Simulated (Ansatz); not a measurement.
# Calculations on CH$_{4}$BClSSi

### Relaxation

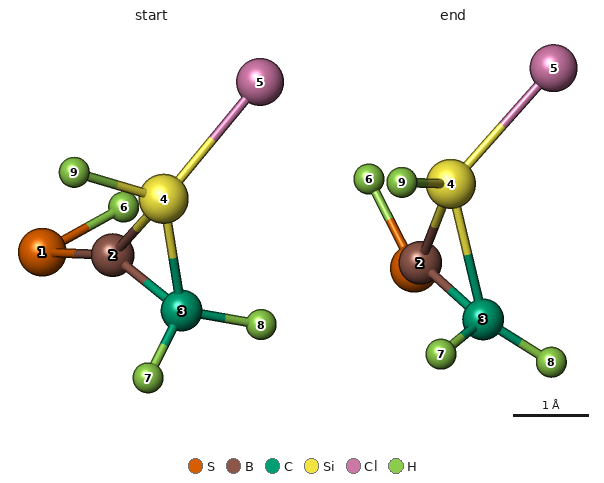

The structure of CH4BClSSi before (left) and after (right) a relaxation, at one scale.

Style: ball-and-stick. Shown from a free direction.

The run prepares an end point of a later path (hydrogen shift) calculation, from a guessed geometry.

The calculation used RKS PBE-D4/def2-SVP in Ansatz.

The input:
```yaml
crystal:
  periodic: [false, false, false]
  atoms:
    - { symbol: S, position_ang: [0.3148, 0.9368, -2.3844] }
    - { symbol: B, position_ang: [0.1194, 0.0854, -0.7487] }
    - { symbol: C, position_ang: [0.7161, -0.7551, 0.4121] }
    - { symbol: Si, position_ang: [-0.8732, -0.4762, 0.8893] }
    - { symbol: Cl, position_ang: [-1.3301, 1.228, 2.0018] }
    - { symbol: H, position_ang: [0.6357, 2.2001, -1.7671] }
    - { symbol: H, position_ang: [1.0222, -1.7952, 0.1357] }
    - { symbol: H, position_ang: [1.5339, -0.1751, 1.0149] }
    - { symbol: H, position_ang: [-2.0502, -1.2952, 0.4295] }
basis:
  gaussian: { orbitals: def2-SVP }
hamiltonian:
  xc: pbe
  dispersion: d4
relax:
  f_tol: 0.02
  max_steps: 50
```

Launched with:
```bash
ansatz run input.yaml --threads 2 --pin off --max-ram 3072MiB --backend cpu --events-out ev --progress --plain --runs-dir out
```

**Summarise the run.**

The atom that moves furthest after the best rigid fit is S1 (1.02 Å). Largest moves by element: S 1.02 Å, H 0.87 Å, Si 0.40 Å, Cl 0.22 Å, B 0.19 Å, C 0.15 Å. Some distances before and after: C3–Si4 1.683 → 1.946 Å, S1–B2 1.854 → 1.774 Å, S1–H6 1.442 → 1.365 Å, C3–H8 1.170 → 1.106 Å. Bond angles that change, for instance: Si4–C3–H7 118.9° → 94.5°, B2–Si4–H9 106.9° → 129.8°, Si4–C3–H8 115.6° → 136.7°. Over 20 accepted moves (21 points after the start) the energy falls by 2.288 eV. The largest force component goes from 6.8 to 0.006 eV/Å. The line search rejected the trial step at point 9 of the run. The run took 51 s on 2 threads of Intel(R) Xeon(R) Platinum 8488C (Sapphire Rapids), on a shared host, peak memory 0.2 GiB.

### Relaxation

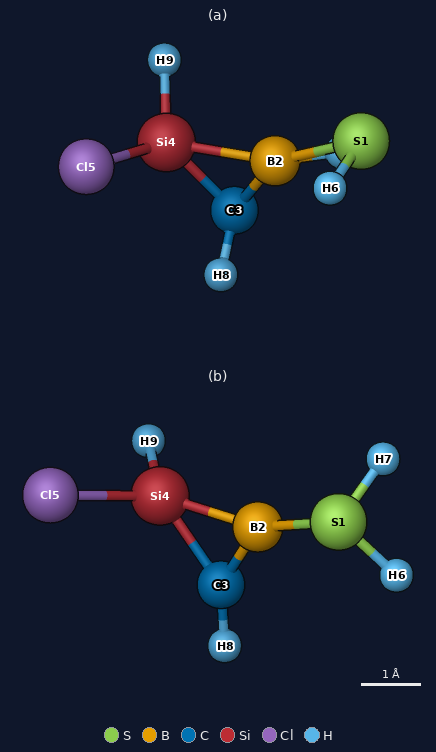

The structure of CH₄BClSSi before (top) and after (bottom) a relaxation, at one scale.

The picture is a ball-and-stick view, seen at a tilt.

The run prepares an end point of a later path (hydrogen shift) calculation, from a guessed geometry.

The calculation used RKS PBE-D4/def2-SVP in Ansatz 0.2.0. Set-up: no spin polarisation; force threshold 0.02 eV/Å; at most 50 steps.

Describe what moved and what it gained.

The atom that moves furthest after the best rigid fit is H6 (1.59 Å). By element the largest moves are H 1.59 Å, Cl 0.91 Å, S 0.65 Å, C 0.58 Å, B 0.38 Å, Si 0.22 Å. Near-neighbour distances that change, for instance: B2–H7 1.170 → 2.565 Å, S1–H7 0.936 → 1.371 Å, C3–Si4 1.683 → 1.830 Å, B2–C3 1.552 → 1.440 Å. Bonds break, among them: B2–H7 (1.17 → 2.57 Å). Bond angles that change, for instance: B2–S1–H7 31.9° → 103.7°, B2–C3–H8 112.7° → 144.4°, Si4–C3–H8 115.6° → 145.2°. Over 21 accepted moves (22 points after the start) the energy falls by 1037.0 kJ/mol. Largest force component: 31 eV/Å at the start, 0.0067 eV/Å at the end. The line search rejected the trial step at point 18 of the run.

### Path

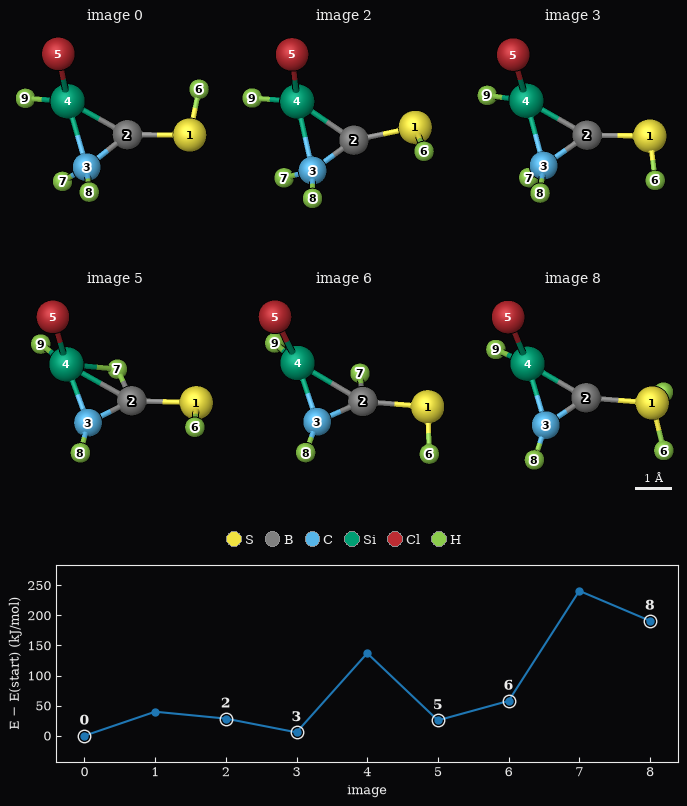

A nudged-elastic-band calculation for CH4BClSSi. Images are numbered from 0 (start) to 8 (end). Style: ball-and-stick. Shown at a tilt.

Computed with RKS PBE-D4/def2-SVP (Ansatz 0.2.0). Set-up: 7 movable images; climbing image; force threshold 0.03 eV/Å; iteration limit 60; starting path through a guess of the saddle point.

### Describe the mechanism and the energy profile.

The path has more than one stage, and so few images may leave a stage unresolved. Breaking: C3–H7 (1.11 → 2.54 at the top → 3.88 Å). Forming: S1–H7 (3.85 → 1.49 at the top → 1.37 Å). Forward barrier 240.8 kJ/mol, backward barrier 49.8 kJ/mol, with image 7 at the top; the reaction energy is +191.0 kJ/mol. The profile has 3 maxima (images 1, 4, 7) with a dip at image 3, 5 (+5.7 kJ/mol, +25.6 kJ/mol), so the process runs in steps. The band converged in 48 iterations. The largest component of the band force went from 29 to 0.03 eV/Å. The climbing image converged on the top of the path. Its vibrational analysis gives 2 imaginary modes over 30i cm⁻¹, so it isn't confirmed as a transition state.

The run took 8.2 min on 2 threads of Intel(R) Xeon(R) Platinum 8488C (Sapphire Rapids), on a shared host, peak memory 0.16 GiB.
